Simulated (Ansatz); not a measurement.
**One shape, several levels: [P2H3]− (SMILES [PH-]P)**

Wanted: a comparison of 6 runs (UHF/STO-3G, HSE06/STO-3G, PBE0/STO-3G, UPBE0/STO-3G, RPA@PBE/STO-3G, CCSDT(Q)/STO-3G) of [P2H3]−. 

Program for the calculation: Ansatz 0.2.0.

1 further run of the same task is left out (it didn't finish).

### 1 The molecule

[P2H3]−: 5 atoms, total charge -1, spin state singlet. As SMILES, `[PH-]P`. The H3–P1 distance was set to 1.712 Å, away from the relaxed value.

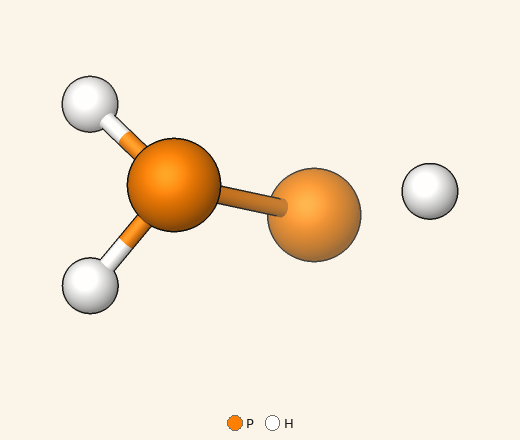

The structure, seen from a chosen angle (phosphorus orange, hydrogen white).

### 2 The energy at UHF/STO-3G (run 1)

in.yaml reads:

```yaml
basis:
  gaussian:
    orbitals: STO-3G
crystal:
  periodic: [false, false, false]
  atoms:
    - {symbol: P, position_ang: [0.917840, -1.021106, -0.161361]}
    - {symbol: P, position_ang: [-0.349860, 0.634554, -0.229101]}
    - {symbol: H, position_ang: [0.279530, -1.462550, 1.364400]}
    - {symbol: H, position_ang: [-0.856200, 0.558464, -1.533351]}
    - {symbol: H, position_ang: [0.519360, 1.643814, -0.661281]}
total_charge: -1
magnetization:
  spin_polarized: true
hamiltonian:
  xc: hf
accuracy: high
```

Command:

```
$ ansatz run in.yaml --threads 1 --pin off --max-ram 2610MiB --events-out events.jsonl --progress --plain --runs-dir runs
```

Standard output:

```text
Warning: RAYON_NUM_THREADS=1 ignored (pool sized by the plan → 1); use --threads N
Functional definition: HF
  name "HF"
  exchange = exact_x
  correlation = 0
371 factors; integrals over basis functions are off by at most 6.8e-9 eV
mean field evaluation 1: about -18375.0476 eV, gradient 8.4e0 eV
mean field evaluation 2: about -18375.0991 eV, gradient 8.5e0 eV
mean field evaluation 4: about -18375.9034 eV, gradient 6.3e-1 eV
mean field evaluation 8: about -18375.9108 eV, gradient 7.3e-7 eV
mean field -18375.91084338 eV, -675.3022678545 hartree, gradient 3.9e-8 eV, S^2 0.000000; 0 other end points of the search recorded, 0 dependent functions left out
reference -18375.91084338 eV, -675.3022678545 hartree; 17, 17 occupied and 4, 4 virtual orbitals, 371 factors
Total energy: -18375.91084338 eV, -675.3022678545 hartree
```

Wall time 0.12 s (1 thread of Intel Xeon 6975P-C (Granite Rapids), shared host).

### 3 The energy at HSE06/STO-3G (run 2)

run.yaml reads:

```yaml
crystal:
  periodic: [false, false, false]
  atoms:
    - {symbol: P, position_ang: [0.917840, -1.021106, -0.161361]}
    - {symbol: P, position_ang: [-0.349860, 0.634554, -0.229101]}
    - {symbol: H, position_ang: [0.279530, -1.462550, 1.364400]}
    - {symbol: H, position_ang: [-0.856200, 0.558464, -1.533351]}
    - {symbol: H, position_ang: [0.519360, 1.643814, -0.661281]}
basis:
  gaussian: {orbitals: STO-3G}
total_charge: -1
hamiltonian: {xc: {name: HSE06}}
accuracy: high
```

Command:

```
$ ansatz run run.yaml --threads 1 --pin off --max-ram 2610MiB --events-out events.jsonl --progress --plain --runs-dir runs
```

Standard output:

```text
Warning: RAYON_NUM_THREADS=1 ignored (pool sized by the plan → 1); use --threads N
Functional definition: HSE06
  name "HSE06"
  parameter a = 0.25
  parameter omega = 0.11/bohr
  exchange = pbe_x - a*pbe_x_sr(omega) + a*exact_x_sr(omega)
  correlation = pbe_c
371 factors; integrals over basis functions are off by at most 6.8e-9 eV
58 factors; integrals over basis functions are off by at most 1.6e-9 eV
mean field evaluation 1: about -18401.0865 eV, gradient 1.6e1 eV
mean field evaluation 2: about -18401.3077 eV, gradient 1.5e1 eV
mean field evaluation 4: about -18402.3232 eV, gradient 5.0e-1 eV
mean field evaluation 8: about -18402.3100 eV, gradient 2.2e-3 eV
mean field evaluation 16: about -18402.3100 eV, gradient 1.4e-8 eV
mean field -18402.31001232 eV, -676.2724194190 hartree, gradient 1.4e-8 eV, S^2 0.000000; 0 other end points of the search recorded, 0 dependent functions left out
reference -18402.31001404 eV, -676.2724194822 hartree; 17, 17 occupied and 4, 4 virtual orbitals, 371 factors
Total energy: -18402.31001404 eV, -676.2724194822 hartree
```

Wall time 0.64 s (1 thread of Intel Xeon 6975P-C (Granite Rapids), shared host); peak memory 0.12 GiB.

### 4 A single-point energy at PBE0/STO-3G (run 3)

input.yaml reads:

```yaml
crystal:
  periodic: [false, false, false]
  atoms:
    - {symbol: P, position_ang: [0.917840, -1.021106, -0.161361]}
    - {symbol: P, position_ang: [-0.349860, 0.634554, -0.229101]}
    - {symbol: H, position_ang: [0.279530, -1.462550, 1.364400]}
    - {symbol: H, position_ang: [-0.856200, 0.558464, -1.533351]}
    - {symbol: H, position_ang: [0.519360, 1.643814, -0.661281]}
basis:
  gaussian: {orbitals: STO-3G}
total_charge: -1
accuracy: high
hamiltonian: {xc: {name: PBE0}}
```

Command:

```
$ ansatz run input.yaml --threads 1 --pin off --max-ram 2610MiB --events-out events.jsonl --progress --plain --runs-dir runs
```

Standard output:

```text
Warning: RAYON_NUM_THREADS=1 ignored (pool sized by the plan → 1); use --threads N
Functional definition: PBE0
  name "PBE0"
  parameter a = 0.25
  parameter kappa = 0.804
  parameter beta = 0.06672455060314922
  exchange = (1 - a)*pbe_x(kappa = kappa, mu = beta*pi^2/3) + a*exact_x
  correlation = pbe_c(beta = beta)
371 factors; integrals over basis functions are off by at most 6.8e-9 eV
mean field evaluation 1: about -18401.5322 eV, gradient 1.6e1 eV
mean field evaluation 2: about -18401.9775 eV, gradient 1.3e1 eV
mean field evaluation 4: about -18402.7039 eV, gradient 3.5e-1 eV
mean field evaluation 8: about -18402.6905 eV, gradient 4.8e-3 eV
mean field evaluation 16: about -18402.6905 eV, gradient 3.2e-8 eV
mean field -18402.69051190 eV, -676.2864025207 hartree, gradient 3.2e-8 eV, S^2 0.000000; 0 other end points of the search recorded, 0 dependent functions left out
reference -18402.69051319 eV, -676.2864025681 hartree; 17, 17 occupied and 4, 4 virtual orbitals, 371 factors
Total energy: -18402.69051319 eV, -676.2864025681 hartree
```

Wall time 0.54 s (1 thread of Intel Xeon 6975P-C (Granite Rapids), shared host); peak memory 0.11 GiB.

Runs 4 to 5 aren't shown in full; the table further down has their settings and results.

### 5 A single-point energy at CCSDT(Q)/STO-3G (run 6)

Edit run.yaml of step 3 so:

```diff
@@ -1 +1,4 @@
+basis:
+  gaussian:
+    orbitals: STO-3G
 crystal:
@@ -8,6 +11,10 @@
     - {symbol: H, position_ang: [0.519360, 1.643814, -0.661281]}
-basis:
-  gaussian: {orbitals: STO-3G}
 total_charge: -1
-hamiltonian: {xc: {name: HSE06}}
+magnetization:
+  spin_polarized: false
+correlation:
+  method: ccsdt_q
+  frozen_orbitals: {H: 0, P: 5}
 accuracy: high
+scf:
+  omitted_lower_state_checks: [cluster_reference, increment]
```

Command:

```
$ ansatz run run.yaml --threads 1 --pin off --max-ram 2610MiB --events-out events.jsonl --progress --plain --runs-dir runs
```

Standard output:

```text
Warning: RAYON_NUM_THREADS=1 ignored (pool sized by the plan → 1); use --threads N
[... 11 lines left out ...]
10 core orbitals not correlated: weight in the atoms' cores, before any rotation towards them, 1.000 or more for the frozen orbitals, at most 0.000 for the correlated occupied ones
[... 25 lines left out ...]
Total energy: -18378.41115144 eV, -675.3941524809 hartree
Checks for a lower state left out: cluster_reference, increment
```

It took 0.18 s on 1 thread of Intel Xeon 6975P-C (Granite Rapids), shared host.

### 6 The series

| run | level | frozen core orbitals | energy (Eh) | wall time |
| --- | --- | --- | --- | --- |
| 1 | UHF/STO-3G | – | -675.302268 | 0.12 s |
| 2 | HSE06/STO-3G | – | -676.272419 | 0.64 s |
| 3 | PBE0/STO-3G | – | -676.286403 | 0.54 s |
| 4 | UPBE0/STO-3G | – | -676.286403 | 0.9 s |
| 5 | RPA@PBE/STO-3G | 10 | -675.443338 | 0.76 s |
| 6 | CCSDT(Q)/STO-3G | 10 | -675.394152 | 0.18 s |

### 7 Outcome

```
                                           quantity          value
                                run 6: total energy  -675.39415 Eh
run 6: correlation energy (10 core orbitals frozen)      -91.9 mEh
                               run 6: T1 diagnostic          0.011
```

What this shows: Totals of different functionals can't be ranked against each other. In runs 1, 2, 3, 4, 5, 6 the basis is minimal, so the values are rough. All runs together took 3.1 s, the longest 0.9 s.
